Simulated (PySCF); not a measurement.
Ge(OEt)4, SMILES CC[O][Ge]([O]CC)([O]CC)[O]CC, GFN2-xTB optimised geometry. Atoms within 1.6 Å of the plane z = 0.0 Å (x, y, z in Å): C1 (-2.42, -2.44, -0.86), C2 (-1.20, -1.91, -1.59), O3 (-1.03, -0.51, -1.38), Ge4 (-0.28, 0.26, 0.00), O5 (1.47, 0.26, 0.00), C6 (2.30, 1.13, -0.77), O8 (-0.73, 1.95, 0.00), C9 (-2.01, 2.50, -0.28), O11 (-0.81, -0.62, 1.41), H14 (-3.31, -1.92, -1.19), H15 (-2.30, -2.28, 0.21), H16 (-2.54, -3.50, -1.05), H18 (-0.31, -2.45, -1.27), H19 (3.31, 0.94, -0.40), H20 (2.04, 2.17, -0.56), H24 (-2.80, 1.92, 0.21), H25 (-1.99, 3.50, 0.16).

Computed with B3LYP/def2-SVP (PySCF). Cells within 0.4 Å of a nucleus heavier than hydrogen are left out (blank, or x).

Map of the HOMO amplitude (bohr^(-3/2)) on the plane z = 0.0 Å; orbital energy -7.48 eV, overall sign arbitrary:

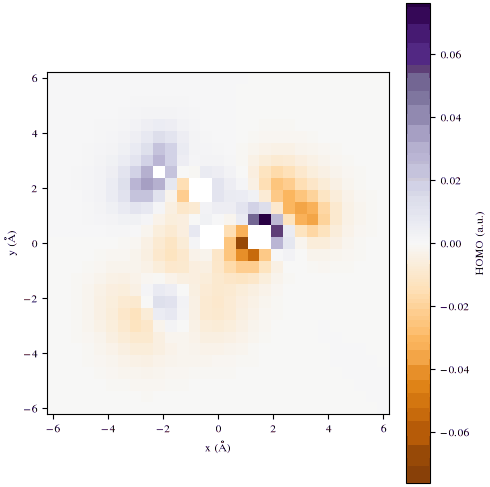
Fig. 1. HOMO amplitude (bohr^(-3/2)) on the plane z = 0.0 Å.
